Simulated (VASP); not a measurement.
Band structure of IrO2 (rutile). Method: PBEsol GGA, VASP's PBE PAW potentials (set 64) (plane waves; VASP).

Unless said otherwise, spin-orbit coupling is left out, though it shifts the bands of the heavy elements here.

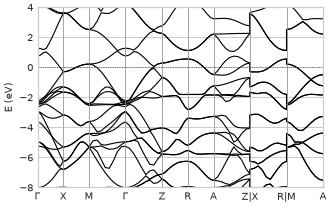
Figure. Bands along high-symmetry lines, zero at the valence-band maximum or, without a gap, the Fermi level

Q: Read the plot: is there a gap, and where are the band edges?

A: It has no gap at this level: it comes out as a metal or semimetal. (Edges off the drawn lines would not show.)

The compound is IrO2 in the rutile structure. It was relaxed first.
